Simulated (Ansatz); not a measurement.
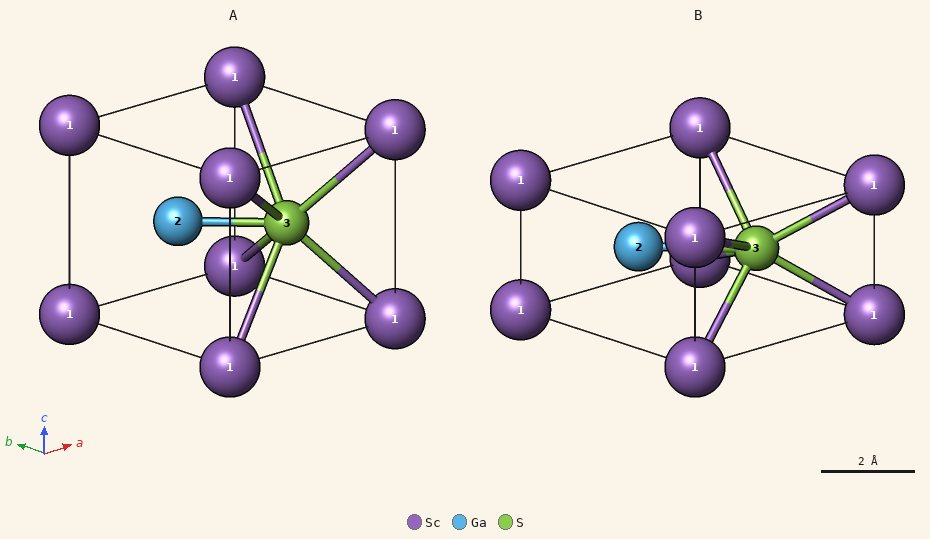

Two geometries of solid ScGaS (a generated structure, set up in P-6m2), drawn at one scale. One is the start of a relaxation, the other its converged end. A ball-and-stick model of the cell of the calculation, seen from a free direction.

All numbers below come from DFT PBE, scalar-relativistic, plane waves, PAW (Ansatz 0.2.0). Set-up: plane-wave cutoff 420 eV; k-point mesh 12 × 12 × 10; occupations gaussian; smearing width 0.1 eV; no spin polarisation; cell and atoms relaxed; force threshold 0.01 eV/Å; at most 80 steps.

**Which one is relaxed?**

Structure B is the relaxed one. Over 11 accepted moves (13 points after the start) the energy falls by 515 meV per atom. All forces vanish by symmetry, so only the cell relaxes. The pressure goes from −1.60 to 0.01 GPa. The SCF was repeated twice at an unchanged geometry on a basis and grid sized afresh for the cell, which shifted the energy by 0.2 meV per atom at most. No atom moves by more than 0.005 Å relative to the cell. The drawn cell changes as follows: a = b 4.053 → 4.405 Å (+8.7 %), c 4.830 → 3.309 Å (−31.5 %); the volume changes by −19.1 %. Near-neighbour distances that change, for instance: Sc1–Sc1 4.830 → 3.309 Å, Sc1–S3 3.363 → 3.034 Å, Ga2–S3 2.340 → 2.543 Å. Bond angles that change, for instance: S3–Sc1–S3 91.8° → 66.1°, S3–Sc1–S3 74.1° → 93.1°, S3–Sc1–S3 139.3° → 130.4°. The space group stays P-6m2 (No. 187). The run took 12 min on 1 thread of Intel(R) Xeon(R) Processor @ 2.50GHz (Skylake/Cascade Lake), on a shared host, peak memory 0.51 GiB.
